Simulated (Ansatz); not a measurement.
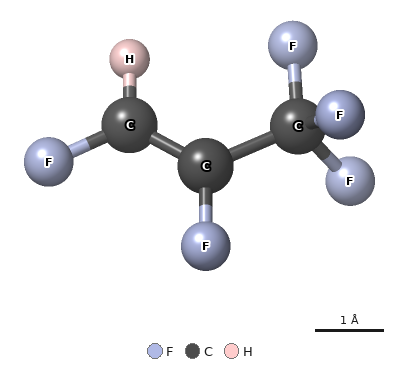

This is the input geometry for a relaxation of C3HF5. A ball-and-stick model, seen at a tilt.

The start comes from PBE-D4/def2-SVP.

The calculation used Ansatz, RKS PBE0-D4/def2-TZVP.

Input
```yaml
crystal:
  periodic: [false, false, false]
  atoms:
    - {symbol: F, position_ang: [-0.010988, -1.641412, 2.024933]}
    - {symbol: C, position_ang: [-0.073683, -0.530194, 1.294332]}
    - {symbol: C, position_ang: [0.089387, -0.547229, -0.041207]}
    - {symbol: F, position_ang: [0.324047, -1.670411, -0.728112]}
    - {symbol: C, position_ang: [0.022486, 0.690241, -0.897969]}
    - {symbol: F, position_ang: [-0.211370, 1.785625, -0.140290]}
    - {symbol: F, position_ang: [1.178691, 0.879181, -1.569559]}
    - {symbol: F, position_ang: [-0.963405, 0.592875, -1.815853]}
    - {symbol: H, position_ang: [-0.266566, 0.395023, 1.856525]}
basis:
  gaussian: {orbitals: def2-TZVP}
hamiltonian: {xc: pbe0, dispersion: d4}
relax: {f_tol: 0.005, max_steps: 150}
```

Run as
```bash
ansatz run in.yaml --threads 4 --pin off --events-out ev --progress --plain --max-ram 11315MiB
```

Where does the relaxation end?

The largest move after the best rigid fit is that of F1, 0.029 Å. By element the largest moves are F 0.029 Å, H 0.020 Å, C 0.015 Å. Some distances before and after: C2–C3 1.346 → 1.322 Å, C2–H9 1.100 → 1.081 Å, C5–F6 1.352 → 1.334 Å, C3–F4 1.337 → 1.325 Å. After 5 geometry steps the energy has fallen by 1.24 kcal/mol. The largest force component goes from 0.89 to 0.0022 eV/Å. The run took 21 s on 4 threads of Intel Xeon Platinum 8488C (shared host).

Final geometry:

```xyz
9

F    -0.0076   -1.6312    1.9980
C    -0.0724   -0.5227    1.2813
C     0.0855   -0.5385   -0.0315
F     0.3165   -1.6512   -0.7133
C     0.0217    0.6867   -0.8900
F    -0.2110    1.7745   -0.1532
F     1.1664    0.8696   -1.5515
F    -0.9495    0.5854   -1.8000
H    -0.2609    0.3811    1.8429
```
